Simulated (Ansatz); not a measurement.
Consider Lu2SiBr2.

The calculation's input:

```
crystal:
  lattice:
    - [5.2192315083, 0.0, 0.0]
    - [0.0, 5.2192315083, 0.0]
    - [0.0, 0.0, 7.6910563791]
  atoms:
    - { symbol: Lu, position: [0.0, 0.5, 0.8381640776] }
    - { symbol: Lu, position: [0.5, 0.0, 0.8381640776] }
    - { symbol: Si, position: [0.0, 0.0, 0.7986185487] }
    - { symbol: Br, position: [0.5, 0.5, 0.0614271899] }
    - { symbol: Br, position: [0.5, 0.5, 0.6238461863] }
basis:
  ecutwfc: 420
kpoints:
  mp_grid: { grid: [8, 8, 6] }
hamiltonian:
  xc: pbe
scf:
  occupations: { method: gaussian, width: 0.1 }
output:
  forces: true
  stress: true
  eigenvalues: true
  write_density: true
  write_potential: true
  elf: true
  volumetric_format: npy
relax:
  adjacent_minimum: "off"
  f_tol: 0.01
  max_steps: 80
  cell: { stress_tol: 0.05 }
```

Launched as:

```sh
ansatz run input.yaml --threads 1 --pin off --max-ram 2560MiB --backend cpu --events-out ev --progress --plain --runs-dir out
```

Below, planes, directions and counts refer to the conventional cell (a = 5.24 Å, b = 5.24 Å, c = 7.86 Å, α = 90.00°, β = 90.00°, γ = 90.00°).

The fields are those of the run's last geometry, not of the input's.

Space group P4mm; a structure generated by program, which may or may not match a known phase.

Computed with DFT PBE, scalar-relativistic, plane waves, PAW (Ansatz).

Predict the valence pseudo-density and electron localisation function between the atoms.

Lu–Si (2.62 Å): the density is about 0.37 e/Å³ at the midpoint; the ELF peaks at about 0.75 in the valence shell of Si, 0.9 Å from its nucleus, and is about 0.35 at the midpoint.

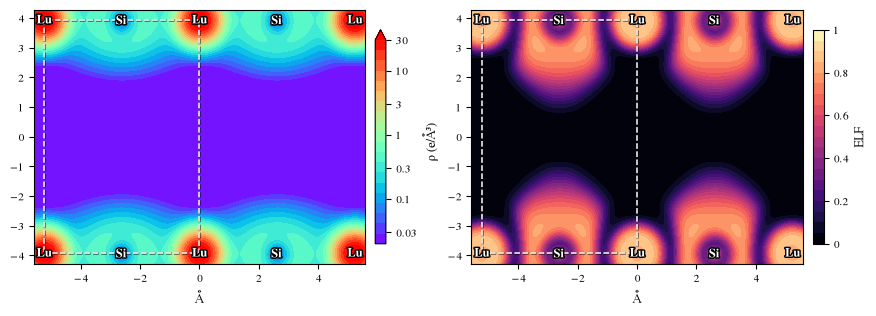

Computed valence pseudo-density and electron localisation function on the (100) plane of the conventional cell, in this order. 

In a PAW calculation such maps are meaningful between the atoms, not at the nuclei.
